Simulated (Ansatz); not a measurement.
# Calculations on Ge₂H₅F

## 1. Relaxation

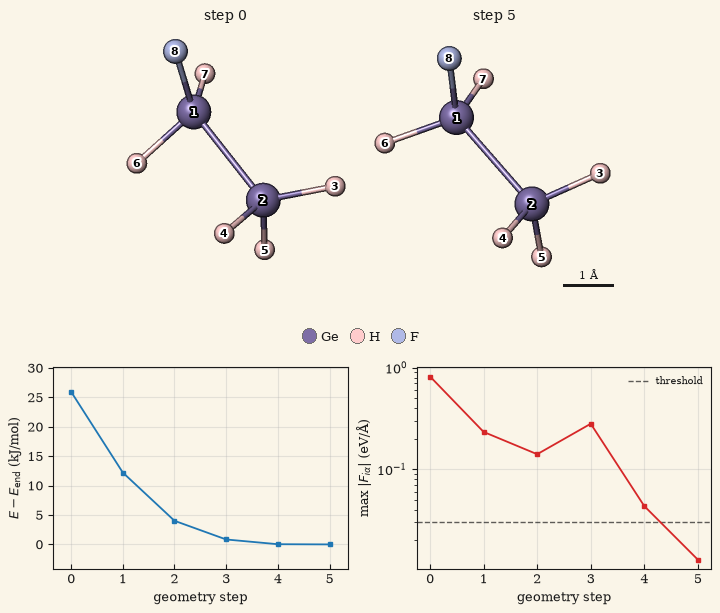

First and last geometry of a relaxation of Ge₂H₅F, with the history of the run. A ball-and-stick model, seen from a free direction.

The run prepares an end point of a later path (reaction) calculation, from a guessed geometry.

Level of theory: RKS PBE/def2-SVP (Ansatz).

Input file:
```yaml
crystal:
  periodic: [false, false, false]
  atoms:
    - { symbol: Ge, position_ang: [0.260214, 0.079145, 0.050753] }
    - { symbol: Ge, position_ang: [1.045333, -0.037244, 2.309338] }
    - { symbol: H, position_ang: [0.066419, -0.312762, 3.475505] }
    - { symbol: H, position_ang: [2.149136, -1.124517, 2.31439] }
    - { symbol: H, position_ang: [1.733467, 1.338439, 2.523296] }
    - { symbol: H, position_ang: [1.740931, 0.179657, -0.374953] }
    - { symbol: H, position_ang: [-0.638053, 1.204976, -0.507286] }
    - { symbol: F, position_ang: [-0.421247, -1.433794, -0.548543] }
basis:
  gaussian: { orbitals: def2-SVP }
hamiltonian:
  xc: pbe
relax:
  f_tol: 0.03
  max_steps: 50
```

Command:
```bash
ansatz run input.yaml --threads 2 --pin off --max-ram 3072MiB --backend cpu --events-out ev --progress --plain --runs-dir out
```

Q: Read the history and describe the run.

A: It converged. H6 moves most after the best rigid fit: 0.63 Å. By element the largest moves are H 0.63 Å, F 0.19 Å, Ge 0.17 Å. Among the contacts that change: Ge1–Ge2 2.394 → 2.440 Å, Ge1–H6 1.544 → 1.555 Å, Ge1–F8 1.764 → 1.771 Å. Among the angles between lasting bonds that change: Ge2–Ge1–H6 87.1° → 113.5°, Ge2–Ge1–H7 124.5° → 113.5°, Ge1–Ge2–H3 120.8° → 110.1°. Over 5 geometry steps the energy falls by 26.0 kJ/mol. The largest force component goes from 0.82 to 0.013 eV/Å. Cost: 4.9 s on 2 threads of Intel(R) Xeon(R) 6975P-C (Granite Rapids) (shared host), peak memory 0.16 GiB.

```
step  E − E(0), kJ/mol  largest force component, eV/Å
   0              0.00                         0.8200
   1            -13.74                         0.2335
   2            -21.94                         0.1409
   3            -25.12                         0.2810
   4            -25.93                         0.0435
   5            -25.96                         0.0129
```

## 2. Relaxation

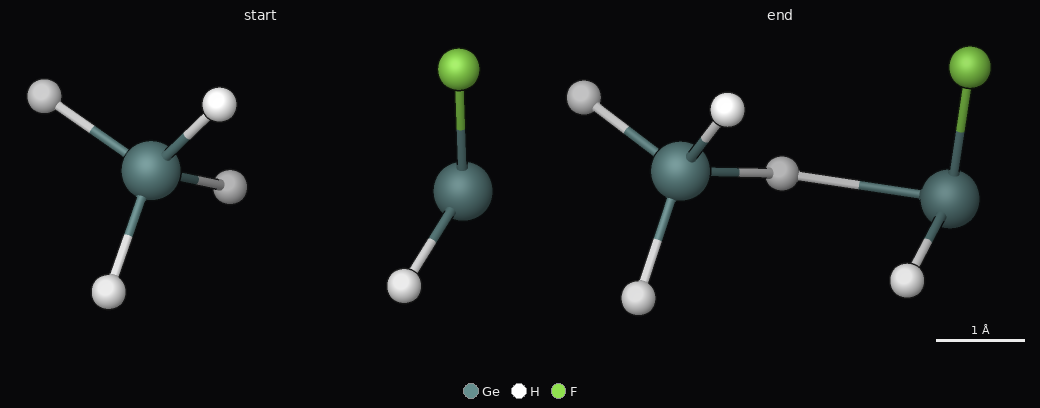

The structure of Ge₂H₅F before (left) and after (right) a relaxation, at one scale.

Style: ball-and-stick. Shown face on.

The run prepares an end point of a later path (reaction) calculation, from a guessed geometry.

Level of theory: Ansatz, RKS PBE/def2-SVP.

Input file:
```yaml
crystal:
  periodic: [false, false, false]
  atoms:
    - { symbol: Ge, position_ang: [-0.161641, -0.012403, -1.064382] }
    - { symbol: Ge, position_ang: [1.524034, -0.006635, 2.119064] }
    - { symbol: H, position_ang: [0.124651, -0.645186, 2.240011] }
    - { symbol: H, position_ang: [2.55127, -0.84668, 2.914928] }
    - { symbol: H, position_ang: [1.523313, 1.449224, 2.641008] }
    - { symbol: H, position_ang: [1.990406, -0.025206, 0.636325] }
    - { symbol: H, position_ang: [-0.492167, 1.220993, -0.043739] }
    - { symbol: F, position_ang: [-1.123666, -1.240208, -0.200715] }
basis:
  gaussian: { orbitals: def2-SVP }
hamiltonian:
  xc: pbe
relax:
  f_tol: 0.03
  max_steps: 50
```

Launched with:
```bash
ansatz run input.yaml --threads 2 --pin off --max-ram 3072MiB --backend cpu --events-out ev --progress --plain --runs-dir out
```

### Describe what moved and what it gained.

The largest move after the best rigid fit is that of H6, 0.46 Å. By element the largest moves are H 0.46 Å, Ge 0.41 Å, F 0.32 Å. Some distances before and after: Ge1–H6 2.743 → 1.963 Å, Ge1–Ge2 3.602 → 3.185 Å, Ge2–H6 1.554 → 1.615 Å, Ge1–F8 1.783 → 1.789 Å. Bond angles that change, for instance: H4–Ge2–H6 106.6° → 101.6°, H3–Ge2–H5 111.3° → 113.6°, H3–Ge2–H4 109.7° → 111.9°. After 9 geometry steps the energy has fallen by 0.158 eV. The largest force component goes from 0.28 to 0.029 eV/Å. The forces were under the threshold at step 6, but the run went on from there. The run took 7.5 s on 2 threads of Intel(R) Xeon(R) 6975P-C (Granite Rapids), on a shared host, peak memory 0.16 GiB.

Limits of the set-up: the start holds two separate molecules, 2.7 Å apart at their closest, whose relative position is a soft coordinate and is computed without a dispersion correction.

## 3. Path

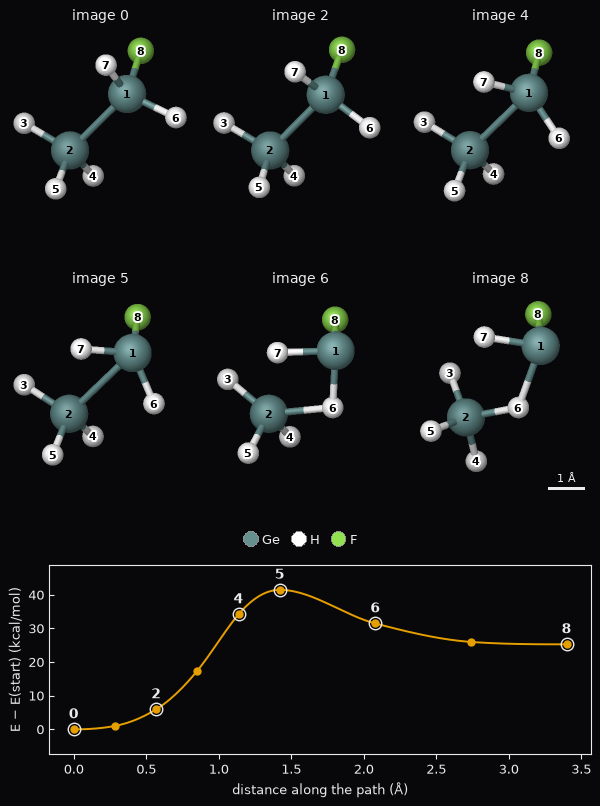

A search for the minimum-energy path of Ge₂H₅F by the nudged elastic band. Images are numbered from 0 (start) to 8 (end). The picture is a ball-and-stick view, seen from a free direction.

The calculation used RKS PBE/def2-SVP in Ansatz. Settings: 7 movable images; climbing image; force threshold 0.03 eV/Å; iteration limit 60; starting path through a guess of the saddle point.

Read off the barrier and say what moves.

The energy climbs by 41.5 kcal/mol to image 5 and then falls by 16.2 kcal/mol, so the end point sits at +25.3 kcal/mol. Breaking: Ge1–Ge2 (2.44 → 2.72 at the top → 3.19 Å). Forming: Ge2–H6 (3.37 → 2.55 at the top → 1.61 Å). The band converged in 24 iterations. The largest component of the band force went from 6.8 to 0.027 eV/Å. The climbing image converged on the top of the path. Its vibrational analysis gives one imaginary mode (714i cm⁻¹), as a transition state must have.

Cost: 120 s on 2 threads of Intel(R) Xeon(R) 6975P-C (Granite Rapids), with other jobs on the host, peak memory 0.17 GiB.
